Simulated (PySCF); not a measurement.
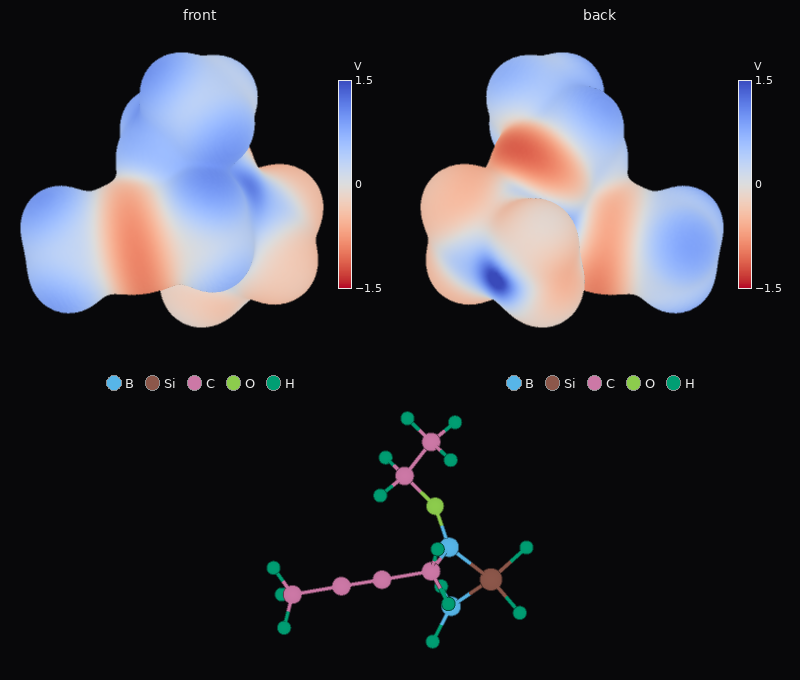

C₆H₁₄B₂OSi (SMILES B[SiH2]B(CC#CC)OCC). The molecular electrostatic potential painted on the density surface at 0.002 e/bohr³, seen from the front and from behind; red is negative and blue positive. The bare structure is drawn below in the same view.

Geometry: GFN2-xTB.

Computed with PySCF 2.14.0, PBE0/pcSseg-1, SCF density, gas phase, non-relativistic.

Input

```
{"job": {"kind": "nmr", "xc": "PBE0", "basis": "pcSseg-1"}, "charge": 0, "multiplicity": 1}
B     -0.347125     3.470083    -0.658034
Si    -1.398483     2.525259     0.676051
B     -0.833141     0.622452     0.531042
C      0.305840    -0.008269     1.487465
C      1.487339    -0.341042     0.712095
C      2.444974    -0.603272     0.038865
C      3.618622    -0.926627    -0.747468
O     -1.404114    -0.049334    -0.460889
C     -1.180265    -1.400477    -0.825550
C     -2.190023    -2.315784    -0.144622
H      0.747592     3.826254    -0.439279
H     -0.733772     3.614102    -1.754495
H     -1.207556     2.996689     2.069627
H     -2.865324     2.644838     0.530293
H     -0.051900    -0.921520     1.976081
H      0.597580     0.686090     2.279691
H      4.522399    -0.672874    -0.192625
H      3.635992    -1.992841    -0.976656
H      3.610593    -0.365836    -1.682859
H     -0.157693    -1.695508    -0.566364
H     -1.299351    -1.452751    -1.913055
H     -3.201913    -2.023454    -0.414057
H     -2.088797    -2.252463     0.936381
H     -2.023211    -3.343950    -0.454080
```

Run with:

```sh
OMP_NUM_THREADS=1 python probes_run.py task.json out
```

**Which sites attract a positive test charge, and which a negative one?**

A positive charge is drawn to the negative regions and a negative charge to the positive ones. The most negative region (about −1.1 V) lies over O8, the most positive (about +1.4 V) over B1. O8 is the likeliest acceptor of a hydrogen bond.
